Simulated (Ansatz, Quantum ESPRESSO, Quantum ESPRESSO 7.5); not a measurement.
**The work function of Ru(0001), 4 layers, one monolayer of Al on hcp sites, level by level**

Wanted: work functions and the surface dipole of Ru(0001), 4 layers, one monolayer of Al on hcp sites at several levels, with their cost.

Calculated with Quantum ESPRESSO 7.5; plane-wave DFT, PBE, GBRV ultrasoft pseudopotentials (geometry and cross-check by Ansatz 0.2.0 with PAW datasets; geometry under PBE).

**1. Starting point**

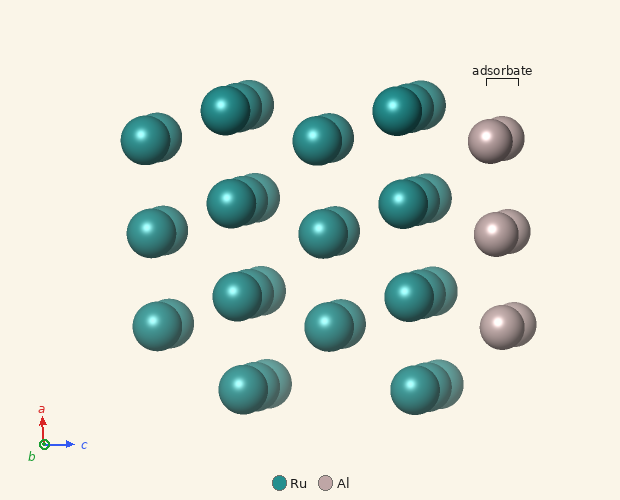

The starting structure, seen from the side, with the c axis across the page (ruthenium teal, aluminium light grey). 3×2×1 cells are drawn. Some periodic images of atoms are drawn too.

The cell holds 5 atoms: 4 Ru and 1 Al. Cell: a = 2.700 Å, b = 2.700 Å, c = 25.415 Å, α = 90.0°, β = 90.0°, γ = 60.0°. It derives from Ru. Vacuum lies along c.

As a file:

```cif
data_structure
_symmetry_space_group_name_H-M 'P 1'
_symmetry_Int_Tables_number 1
_cell_length_a 2.7000
_cell_length_b 2.7000
_cell_length_c 25.4152
_cell_angle_alpha 90.000
_cell_angle_beta 90.000
_cell_angle_gamma 60.000
_cell_volume 160.45
loop_
_atom_site_label
_atom_site_type_symbol
_atom_site_fract_x
_atom_site_fract_y
_atom_site_fract_z
_atom_site_occupancy
Ru1 Ru 0.66667 0.66667 0.32658 1
Ru2 Ru 0.00000 0.00000 0.41071 1
Ru3 Ru 0.66667 0.66667 0.49485 1
Ru4 Ru 0.00000 0.00000 0.57899 1
Al5 Al 0.66667 0.66667 0.66428 1
```

**2. Relaxation with Ansatz**

A relaxation in Ansatz fixes the structure of this slab for the runs on it.

File input.yaml:

```yaml
crystal:
  lattice:
    - [2.7, 0.0, 0.0]
    - [1.35, 2.3382685902, 0.0]
    - [0.0, 0.0, 25.4152]
  atoms:
    - { symbol: Ru, position: [0.6666666667, 0.6666666667, 0.3265762221] }
    - { symbol: Ru, position: [0.0, 0.0, 0.4107148478] }
    - { symbol: Ru, position: [0.6666666667, 0.6666666667, 0.4948534735] }
    - { symbol: Ru, position: [0.0, 0.0, 0.5789920992] }
    - { symbol: Al, position: [0.6666666667, 0.6666666667, 0.664283367] }
kpoints:
  mp_grid: { grid: [12, 12, 1] }
hamiltonian:
  xc: pbe
scf:
  occupations: { method: fermi_dirac, width: 0.1 }
  convergence: { dr2_threshold: 1.0e-08 }
efield:
  axis: 3
  dipole_correction: true
  ramp_position: 0.97
  ramp_width: 0.04
relax:
  f_tol: 0.01
  constraints: [{ sites: [0, 1] }]
output:
  write_potential: true
  write_density: true
  volumetric_format: npy
```

Started as:

```sh
$ ansatz run input.yaml --threads 4 --pin off --max-ram 8192MiB --backend cpu --events-out ev --progress --plain --runs-dir out
```

Numbers of over 12 decimals in the logs are rounded to 6 here.

Log:

```text
Engine: ansatz 0.2.0, x86_64-unknown-linux-gnu
Pseudopotentials: kind: paw
Pseudopotential: Ru, paw, valence charge 16, recommended cutoff 420 eV (normal), Ru.paw.azcp
Pseudopotential: Al, paw, valence charge 3, recommended cutoff 420 eV (normal), Al.paw.azcp
Functional definition: PBE
  parameter kappa = 0.804
  parameter beta = 0.066725
  exchange = pbe_x(kappa = kappa, mu = beta*pi^2/3)
  correlation = pbe_c(beta = beta)
Crystal: 5 atoms, lattice volume = 160.454 Å³
Basis set: ecut = 420 eV, 3199 PW (Γ), exchange–correlation on 40×40×360 points (8 copies of the dense FFT grid, shifted against one another)
Bands: 41, of which v1, the nominal top of the filled ones, is band 34 counted from 1 (33 counted from 0)
Symmetry: 6 space group operations
Space group: P3m1 (ITA 156), of the structure as read, at distance tolerance 5.4e-5 Å
k-points: 19 of 144 (time reversal used)
Non-local potential: Ru, projectors of the file, l = 0: 3, l = 1: 2, l = 2: 2, l = 3: 1
Non-local potential: Al, projectors of the file, l = 0: 2, l = 1: 2, l = 2: 1
PAW form: soft (Blöchl's): semilocal exchange-correlation on the pseudo side does not see the compensation charge
PAW one-centre angular grid: Ru, 590 points (default); XC on 64 Gauss nodes
PAW one-centre angular grid: Al, 110 points (default); XC on 64 Gauss nodes
Initial density: superposition of atomic densities (neutral atoms: chi_scale 0, normalization atom), corrected by the library's trained network
Initial wavefunctions: pseudopotential atomic-orbital guess
Functional: x = pbe(κ = 0.804, μ = 0.219515), c = pbe(β = 0.066725)
SCF iter   1: F=—  HF=-24051.176364 eV  |F-HF|=—  |Δ(HF+E_count)|=         —  Δρ=1.02e-2  dr2=1.79e0  ethr=1.77e-3  p=0.037 e·Å  D=4.12e-2 V/Å  ΔV_dip=-1.05 eV  dr2_dipole=2.19e-1  V_vac-E_F(+/−)=3.71/4.76 eV  ⟨swp⟩=8.8  Hψ=3637  notcnv=0
efield: sawtooth ramp at fractional position 0.9700 (set: `efield.ramp_position`, or a place that a band, a saddle search or an elastic batch's reference lends), width 0.0400; the density the first Hamiltonian is built on has a dipole p = 0.037 e·Å; the dipole correction subtracts the counter field D = 4.12e-2 V/Å, which shifts the + side's vacuum level by -1.05 eV against the − side's; the planar-averaged density in the ramp window peaks in size at 8.5e-6 e/Å³
preconditioner: auto → LDOS  [metal: Δε(μ)=0.015 eV  Ē_g=4.841 eV  σ=0.100 eV  W_gap=0.04  n_scr=18 (ndim 8)  ℏωp=17.3 eV  f_vac=0.517  D(μ)=5.29/eV (n_scr^D=18)  β→1.0]
SCF iter   2: F=—  HF=-24051.137392 eV  |F-HF|=—  |Δ(HF+E_count)|=   3.90e-2  Δρ=3.44e-3  dr2=1.22e-1  ethr=1.77e-3  p=0.031 e·Å  D=3.47e-2 V/Å  ΔV_dip=-0.88 eV  dr2_dipole=6.78e-2  V_vac-E_F(+/−)=4.13/5.02 eV  ⟨swp⟩=1.2  Hψ=937  notcnv=0
SCF iter   3: F=—  HF=-24051.134641 eV  |F-HF|=—  |Δ(HF+E_count)|=   2.75e-3  Δρ=1.97e-3  dr2=2.07e-2  ethr=1.82e-4  p=0.029 e·Å  D=3.27e-2 V/Å  ΔV_dip=-0.83 eV  dr2_dipole=1.95e-3  V_vac-E_F(+/−)=4.24/5.07 eV  ⟨swp⟩=2.0  Hψ=1061  notcnv=0
SCF iter   4: F=—  HF=-24051.133297 eV  |F-HF|=—  |Δ(HF+E_count)|=   1.34e-3  Δρ=1.00e-3  dr2=4.81e-3  ethr=3.09e-5  p=0.028 e·Å  D=3.15e-2 V/Å  ΔV_dip=-0.80 eV  dr2_dipole=6.74e-4  V_vac-E_F(+/−)=4.26/5.06 eV  ⟨swp⟩=2.4  Hψ=1320  notcnv=0
SCF iter   5: F=—  HF=-24051.132310 eV  |F-HF|=—  |Δ(HF+E_count)|=   9.88e-4  Δρ=2.14e-4  dr2=2.96e-4  ethr=7.17e-6  p=0.028 e·Å  D=3.11e-2 V/Å  ΔV_dip=-0.79 eV  dr2_dipole=9.57e-5  V_vac-E_F(+/−)=4.28/5.07 eV  ⟨swp⟩=2.4  Hψ=1194  notcnv=0
SCF iter   6: F=—  HF=-24051.132323 eV  |F-HF|=—  |Δ(HF+E_count)|=   1.33e-5  Δρ=8.05e-5  dr2=1.92e-5  ethr=4.41e-7  p=0.027 e·Å  D=3.09e-2 V/Å  ΔV_dip=-0.79 eV  dr2_dipole=1.40e-6  V_vac-E_F(+/−)=4.28/5.07 eV  ⟨swp⟩=2.2  Hψ=1163  notcnv=0
SCF iter   7: F=—  HF=-24051.132342 eV  |F-HF|=—  |Δ(HF+E_count)|=   1.97e-5  Δρ=3.30e-5  dr2=2.59e-6  ethr=2.87e-8  p=0.027 e·Å  D=3.09e-2 V/Å  ΔV_dip=-0.78 eV  dr2_dipole=1.46e-7  V_vac-E_F(+/−)=4.28/5.06 eV  ⟨swp⟩=2.4  Hψ=1228  notcnv=0
SCF iter   8: F=—  HF=-24051.132346 eV  |F-HF|=—  |Δ(HF+E_count)|=   3.46e-6  Δρ=1.18e-5  dr2=3.97e-7  ethr=3.86e-9  p=0.027 e·Å  D=3.09e-2 V/Å  ΔV_dip=-0.78 eV  dr2_dipole=2.53e-8  V_vac-E_F(+/−)=4.28/5.06 eV  ⟨swp⟩=2.3  Hψ=1174  notcnv=0
SCF iter   9: F=—  HF=-24051.132346 eV  |F-HF|=—  |Δ(HF+E_count)|=   1.45e-7  Δρ=5.09e-6  dr2=4.45e-8  ethr=5.92e-10  p=0.027 e·Å  D=3.09e-2 V/Å  ΔV_dip=-0.78 eV  dr2_dipole=9.17e-9  V_vac-E_F(+/−)=4.28/5.06 eV  ⟨swp⟩=2.4  Hψ=1210  notcnv=0
SCF iter  10: F=—  HF=-24051.132346 eV  |F-HF|=—  |Δ(HF+E_count)|=   1.01e-7  Δρ=2.39e-6  dr2=1.01e-8  ethr=1.49e-11  p=0.027 e·Å  D=3.09e-2 V/Å  ΔV_dip=-0.78 eV  dr2_dipole=9.36e-10  V_vac-E_F(+/−)=4.28/5.06 eV  ⟨swp⟩=10.5  Hψ=5884  notcnv=0
SCF iter  11: F=-24051.132346 eV  HF=-24051.132346 eV  |F-HF|=2.19e-9  |Δ(HF+E_count)|=   4.13e-8  Δρ=6.52e-7  dr2=1.53e-9  ethr=1.49e-11  p=0.027 e·Å  D=3.09e-2 V/Å  ΔV_dip=-0.78 eV  dr2_dipole=4.79e-12  V_vac-E_F(+/−)=4.28/5.06 eV  ⟨swp⟩=9.7  Hψ=5267  notcnv=0
SCF 1 converged in 11 iterations: F = -24051.132346 eV  dr2 = 1.53e-9
  greatest PAW one-centre occupation: 0.998 electrons in one spin orbital (limit 2), on the Ru atom at site 0 (counted from 0), in its partial waves of l = 0
relax step   1: F+E_penalty+E_count = -24051.13234621 eV  Δ(F+E_penalty+E_count) = +0.000e0 eV  max|allowed force component| = 2.784e-1 eV/Å  Δτ_max = 0.0000 Å  (11 SCF iters, accepted)
Initial density: handed on by an earlier stage of this run
Initial wavefunctions: those handed on with the density
iter 1 solved again at ethr=9.30e-6 eV; its pass at ethr=3.10e-3 eV (dr2=6.23e-3 eV) is discarded
SCF iter   1: F=—  HF=-24051.136811 eV  |F-HF|=—  |Δ(HF+E_count)|=         —  Δρ=1.23e-3  dr2=6.18e-3  ethr=9.30e-6  p=0.027 e·Å  D=3.09e-2 V/Å  ΔV_dip=-0.78 eV  dr2_dipole=5.83e-4  V_vac-E_F(+/−)=4.28/5.07 eV  ⟨swp⟩=2.0  Hψ=2211  notcnv=0
efield: sawtooth ramp at fractional position 0.9700 (set: `efield.ramp_position`, or a place that a band, a saddle search or an elastic batch's reference lends), width 0.0400; the density the first Hamiltonian is built on has a dipole p = 0.027 e·Å; the dipole correction subtracts the counter field D = 3.09e-2 V/Å, which shifts the + side's vacuum level by -0.78 eV against the − side's; the planar-averaged density in the ramp window peaks in size at 1.1e-6 e/Å³
preconditioner: auto → LDOS  [metal: Δε(μ)=0.029 eV  Ē_g=4.856 eV  σ=0.100 eV  W_gap=0.07  n_scr=18 (ndim 8)  ℏωp=17.3 eV  f_vac=0.516  D(μ)=4.89/eV (n_scr^D=18)  β→1.0]
[...]
SCF iter   3: F=—  HF=-24051.136528 eV  |F-HF|=—  |Δ(HF+E_count)|=   1.25e-4  Δρ=2.25e-4  dr2=2.17e-4  ethr=2.19e-6  p=0.027 e·Å  D=3.09e-2 V/Å  ΔV_dip=-0.79 eV  dr2_dipole=1.02e-6  V_vac-E_F(+/−)=4.29/5.07 eV  ⟨swp⟩=2.4  Hψ=1276  notcnv=0
SCF iter   4: F=—  HF=-24051.136485 eV  |F-HF|=—  |Δ(HF+E_count)|=   4.29e-5  Δρ=6.15e-5  dr2=3.39e-5  ethr=3.24e-7  p=0.027 e·Å  D=3.09e-2 V/Å  ΔV_dip=-0.79 eV  dr2_dipole=3.21e-6  V_vac-E_F(+/−)=4.29/5.07 eV  ⟨swp⟩=2.9  Hψ=1391  notcnv=0
SCF iter   5: F=—  HF=-24051.136478 eV  |F-HF|=—  |Δ(HF+E_count)|=   7.72e-6  Δρ=3.48e-5  dr2=1.17e-5  ethr=5.07e-8  p=0.027 e·Å  D=3.09e-2 V/Å  ΔV_dip=-0.79 eV  dr2_dipole=3.90e-6  V_vac-E_F(+/−)=4.29/5.07 eV  ⟨swp⟩=2.0  Hψ=1083  notcnv=0
SCF iter   6: F=—  HF=-24051.136478 eV  |F-HF|=—  |Δ(HF+E_count)|=   8.85e-7  Δρ=1.04e-5  dr2=1.16e-6  ethr=1.74e-8  p=0.027 e·Å  D=3.09e-2 V/Å  ΔV_dip=-0.79 eV  dr2_dipole=4.79e-7  V_vac-E_F(+/−)=4.29/5.07 eV  ⟨swp⟩=1.3  Hψ=856  notcnv=0
SCF iter   7: F=—  HF=-24051.136479 eV  |F-HF|=—  |Δ(HF+E_count)|=   2.13e-7  Δρ=5.14e-6  dr2=3.91e-8  ethr=1.73e-9  p=0.027 e·Å  D=3.09e-2 V/Å  ΔV_dip=-0.79 eV  dr2_dipole=4.00e-9  V_vac-E_F(+/−)=4.29/5.07 eV  ⟨swp⟩=2.0  Hψ=1072  notcnv=0
SCF iter   8: F=-24051.136479 eV  HF=-24051.136479 eV  |F-HF|=1.20e-8  |Δ(HF+E_count)|=   1.29e-7  Δρ=1.79e-6  dr2=9.53e-9  ethr=1.49e-11  p=0.027 e·Å  D=3.09e-2 V/Å  ΔV_dip=-0.79 eV  dr2_dipole=4.74e-10  V_vac-E_F(+/−)=4.29/5.07 eV  ⟨swp⟩=10.8  Hψ=5965  notcnv=0
SCF 3 converged in 8 iterations: F = -24051.136479 eV  dr2 = 9.53e-9
relax step   3: F+E_penalty+E_count = -24051.13647877 eV  Δ(F+E_penalty+E_count) = -2.103e-4 eV  max|allowed force component| = 2.508e-2 eV/Å  Δτ_max = 0.0182 Å  (8 SCF iters, accepted)
SCF iter   1: F=—  HF=-24051.136615 eV  |F-HF|=—  |Δ(HF+E_count)|=         —  Δρ=3.22e-4  dr2=1.10e-3  ethr=1.85e-5  p=0.027 e·Å  D=3.09e-2 V/Å  ΔV_dip=-0.79 eV  dr2_dipole=9.42e-5  V_vac-E_F(+/−)=4.29/5.07 eV  ⟨swp⟩=2.0  Hψ=1456  notcnv=0
efield: sawtooth ramp at fractional position 0.9700 (set: `efield.ramp_position`, or a place that a band, a saddle search or an elastic batch's reference lends), width 0.0400; the density the first Hamiltonian is built on has a dipole p = 0.027 e·Å; the dipole correction subtracts the counter field D = 3.09e-2 V/Å, which shifts the + side's vacuum level by -0.79 eV against the − side's; the planar-averaged density in the ramp window peaks in size at 1.2e-6 e/Å³
preconditioner: auto → LDOS  [metal: Δε(μ)=0.029 eV  Ē_g=4.860 eV  σ=0.100 eV  W_gap=0.07  n_scr=18 (ndim 8)  ℏωp=17.3 eV  f_vac=0.517  D(μ)=4.88/eV (n_scr^D=18)  β→1.0]
SCF iter   2: F=—  HF=-24051.136567 eV  |F-HF|=—  |Δ(HF+E_count)|=   4.79e-5  Δρ=1.89e-4  dr2=2.21e-4  ethr=1.64e-6  p=0.027 e·Å  D=3.10e-2 V/Å  ΔV_dip=-0.79 eV  dr2_dipole=2.09e-5  V_vac-E_F(+/−)=4.29/5.07 eV  ⟨swp⟩=2.0  Hψ=1213  notcnv=0
SCF iter   3: F=—  HF=-24051.136557 eV  |F-HF|=—  |Δ(HF+E_count)|=   1.06e-5  Δρ=1.10e-4  dr2=5.27e-5  ethr=3.30e-7  p=0.027 e·Å  D=3.10e-2 V/Å  ΔV_dip=-0.79 eV  dr2_dipole=2.14e-8  V_vac-E_F(+/−)=4.29/5.07 eV  ⟨swp⟩=2.4  Hψ=1288  notcnv=0
SCF iter   4: F=—  HF=-24051.136543 eV  |F-HF|=—  |Δ(HF+E_count)|=   1.35e-5  Δρ=2.38e-5  dr2=4.52e-6  ethr=7.86e-8  p=0.027 e·Å  D=3.10e-2 V/Å  ΔV_dip=-0.79 eV  dr2_dipole=4.44e-7  V_vac-E_F(+/−)=4.29/5.07 eV  ⟨swp⟩=3.0  Hψ=1318  notcnv=0
SCF iter   5: F=—  HF=-24051.136550 eV  |F-HF|=—  |Δ(HF+E_count)|=   6.68e-6  Δρ=1.30e-5  dr2=1.67e-6  ethr=6.75e-9  p=0.027 e·Å  D=3.10e-2 V/Å  ΔV_dip=-0.79 eV  dr2_dipole=5.89e-7  V_vac-E_F(+/−)=4.29/5.07 eV  ⟨swp⟩=2.2  Hψ=1140  notcnv=0
SCF iter   6: F=—  HF=-24051.136550 eV  |F-HF|=—  |Δ(HF+E_count)|=   1.95e-7  Δρ=3.89e-6  dr2=1.63e-7  ethr=2.49e-9  p=0.027 e·Å  D=3.10e-2 V/Å  ΔV_dip=-0.79 eV  dr2_dipole=7.05e-8  V_vac-E_F(+/−)=4.29/5.07 eV  ⟨swp⟩=1.9  Hψ=960  notcnv=0
SCF iter   7: F=-24051.136550 eV  HF=-24051.136550 eV  |F-HF|=3.01e-8  |Δ(HF+E_count)|=   3.89e-9  Δρ=1.78e-6  dr2=4.76e-9  ethr=1.49e-11  p=0.027 e·Å  D=3.10e-2 V/Å  ΔV_dip=-0.79 eV  dr2_dipole=1.08e-9  V_vac-E_F(+/−)=4.29/5.07 eV  ⟨swp⟩=9.0  Hψ=6258  notcnv=0
SCF 4 converged in 7 iterations: F = -24051.136550 eV  dr2 = 4.76e-9
relax step   4: F+E_penalty+E_count = -24051.13654997 eV  Δ(F+E_penalty+E_count) = -7.120e-5 eV  max|allowed force component| = 7.227e-4 eV/Å  Δτ_max = 0.0065 Å  (7 SCF iters, accepted)
NSCF: frozen V_eff on 19 k-points
the band table was solved once a step of the walk had ended and its energy, with any forces and stress, was formed, with the checks that follow a solve (3625 applications of the Hamiltonian). They found nothing against the state; the energy, forces and stress were not computed again (output.eigenvalues in the input reference)
WARN: The input density's exchange-correlation potential varies sharply where the density is thin. Do not read a vacuum level from v_tot or v_xc, or from such a field of the output density. On a cell that repeats whose density bears no net charge and no dipole along the vacuum's axis use v_es (v_loc + v_h of the components); under efield.dipole_correction with no amplitude use v_es + v_field, which holds any external [...]
SCF converged after 7 iterations
Free energy (F): -24051.136550 eV
Harris-Foulkes:  -24051.136550 eV  (|F-HF|=3.01e-8)
Internal energy: -24050.977777 eV  (E = F + TS)
E sigma→0 (E₀):  -24051.057164 eV
Entropy (-TS):   -0.158773 eV (-31.755 meV/atom)
Fermi energy:    6.182051 eV
Dipole field:    D = 0.030939 V/Å  (p = 0.027435 e·Å, saw-weighted, corrected)
Work function:   Φ+ = 4.2863 eV   Φ− = 5.0727 eV
Levels:          The Fermi level and band energies are counted from a zero that moves with the ramp; work functions are not
--- Per-component energies (eV) ---
  E_band       = -1309.521304
  E_kinetic    = 2079.639711
  E_local      = -118461.462242  (includes V_loc(G=0)·N_el)
  E_nonlocal   = 1384.113327
  E_hartree    = 57781.106866
  E_xc         = -800.695844
  E_vxc        = -984.110940  (∫ρ·V_xc dr)
  E_paw        = -14311.008930  (= ΣΔE_a)
  E_vpaw       = -891.385172  (= ΣTr[D̂ρ^β])
  E_aug_tail   = -0.000779  (compensation charges beyond the density's cutoff)
  E_efield     = 0.000424  (sawtooth field / dipole correction)
  E_vefield    = 1.465147  (∫n·V_field dr)
  E_ewald      = 48277.329690
  E_smearing   = -0.158773  (= −TS)
  E_closure    = 0.000000  (closes the sum)
  Σ components = -24051.136550   (vs F -24051.136550, Δ=0.00e0)
--- Forces (eV/Å), atoms counted from 1 ---
  atom   1  Ru     0.00000000     0.00000000     0.47302982
  atom   2  Ru    -0.00000000     0.00000000    -0.47208034
  atom   3  Ru    -0.00000000    -0.00000000    -0.00056147
  atom   4  Ru     0.00000000     0.00000000    -0.00072266
  atom   5  Al     0.00000000    -0.00000000     0.00033985
  max |Σ_I F_I| component: 5.19e-6 eV/Å
--- Band table (eV; the first three rows and the last of 19) ---
  k-point 0: bands = [... 30 lower, 4.2324, 4.2324, 5.2209, 5.3015, 5.3015, 6.2597, 6.2597, 6.9822, ... 3 higher]
  k-point 1: bands = [... 30 lower, 4.1501, 4.3986, 4.8354, 5.2232, 5.2236, 5.9321, 6.1961, 6.4109, ... 3 higher]
  k-point 2: bands = [... 30 lower, 4.3629, 4.6250, 4.8056, 4.8900, 5.2884, 5.5948, 6.0878, 6.7051, ... 3 higher]
  k-point 18: bands = [... 30 lower, 4.9866, 5.2348, 6.2258, 6.8106, 7.0772, 7.2266, 7.3162, 7.6163, ... 3 higher]
--- Relaxed structure (4 steps of the walk, 4 accepted, 0 SCFs on fresh bases) ---
  F+E_penalty+E_count = -24051.13654997 eV   max|allowed force component| = 7.227e-4 eV/Å
  atoms:
    - { symbol: Ru, position: [0.666667, 0.666667, 0.3265762221] }
    - { symbol: Ru, position: [-2.22044604937956e-17, -2.2204460493795604e-17, 0.4107148478] }
    - { symbol: Ru, position: [0.666667, 0.666667, 0.494265] }
    - { symbol: Ru, position: [-2.187045122230521e-17, -2.2204460493795604e-17, 0.579472] }
    - { symbol: Al, position: [0.666667, 0.666667, 0.663787] }
```

Elapsed: 8.9 s, on 4 threads of AMD EPYC 9R14 (Zen 4), shared host; peak memory 0.56 GiB.

The steps of the relaxation:

| step | energy less that of the first step (eV) | largest force component (eV/Å) |
| --- | --- | --- |
| 1 | 0.0000 | 0.2784 |
| 2 | -0.0039 | 0.0472 |
| 3 | -0.0041 | 0.0251 |
| 4 | -0.0042 | 0.0007 |

Forces are held to the 6 operations that the run works with; a distortion that breaks them can't arise in this run.

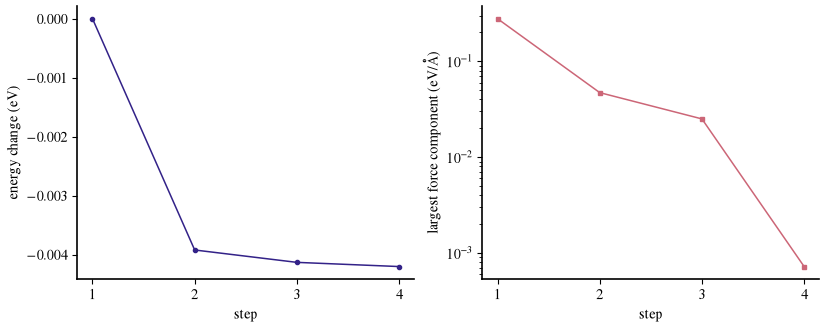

Energy and largest force along the relaxation.

The atoms that moved most (Å):

```csv
atom,dx,dy,dz,length
Ru3,0.000,0.000,-0.015,0.015
Al5,0.000,0.000,-0.013,0.013
Ru4,0.000,0.000,0.012,0.012
```

Final coordinates:

```xyz
5
Lattice="2.7000 0.0000 0.0000 1.3500 2.3383 0.0000 0.0000 0.0000 25.4152" Properties=species:S:1:pos:R:3
Ru    2.7000    1.5588    8.3000
Ru    0.0000    0.0000   10.4384
Ru    2.7000    1.5588   12.5618
Ru    0.0000    0.0000   14.7274
Al    2.7000    1.5588   16.8703
```

 Held were the atoms numbered 1 and 2; the forces quoted are those on the free ones.

Read from the output:

```
free energy                     : -24051.1365 eV
energy at zero smearing         : -24051.0572 eV
smearing term TS                : 0.1588 eV
Fermi energy                    : 6.182 eV
symmetry operations             : 6
work function of the upper face : 4.286 eV
work function of the lower face : 5.073 eV
dipole along the normal         : 0.02743 e·Å
```

(Continued in part 2 of 5.)

[Logs are printed without paths, hosts, clocks, repeated set-up lines and the standing remarks that a program may print on its own settings, such as how far it seeks lower states.]

[Hosts, paths, dates, database ids (printed as entryN), source tags and the programs' standing remarks are cut or masked in the printed files.]

[Maps of the electrostatic potential energy from Ansatz leave out the sawtooth potential of an applied field or a dipole correction, so their vacuum need not be flat; planar profiles and work functions include it.]
